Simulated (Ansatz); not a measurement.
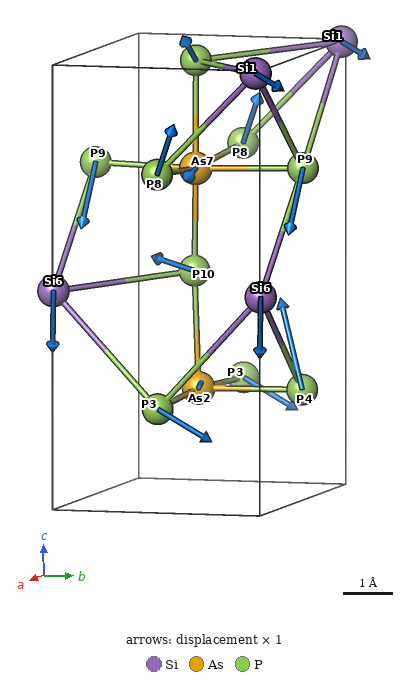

A relaxation of solid SiAsP3 (built on the KZnF3-221 type type). The starting structure is drawn; blue arrows show the displacements (the part carried along by the change of the cell is left out), at their true length.

Style: ball-and-stick. Shown: the cell of the calculation, slightly off an axis.

Case: shaken.

Method: DFT, PBEsol, plane waves, PAW (Ansatz). (plane-wave cutoff 420 eV; k-point mesh 4 × 4 × 2; occupations fermi dirac; smearing width 0.05 eV; no spin polarisation; cell and atoms relaxed; force threshold 0.01 eV/Å; at most 120 steps)

> Describe the change and its energy.

After 42 accepted moves (45 points after the start) the energy has fallen by 884 meV per atom. Largest force component: 1.9 eV/Å at the start, 0.0098 eV/Å at the end. The pressure goes from 0.27 to 0.00 GPa. The line search rejected the trial step at point 29 of the run. At 2 points the geometry stayed and the basis and grid were re-selected for the new cell (energy shift of 0.9 meV per atom at most each time). A P atom moves most relative to the cell: 2.03 Å along [−1 −1 1]. Largest moves by element: P 2.03 Å, Si 1.53 Å, As 0.99 Å. Cell: a 4.652 → 4.285 Å (−7.9 %), b 4.602 → 4.393 Å (−4.5 %), c 9.310 → 10.112 Å (+8.6 %), α 88.4° → 79.4°, β 90.0° → 84.7°, γ 91.2° → 99.7°. Volume −8.2 %. Some distances before and after: P–P 5.428 → 2.264 Å, P–Si 3.239 → 5.456 Å, P–Si 3.322 → 5.004 Å, As–Si 3.994 → 2.426 Å. Bonds break, among them: As–P (2.26 → 3.17 Å), As–P (2.32 → 3.15 Å), As–P (2.35 → 3.09 Å). Bond angles that change, for instance: P–As–P 176.5° → 126.1°, As–P–As 176.5° → 126.1°, P–As–P 92.9° → 126.5°. The space group stays P1 (No. 1).
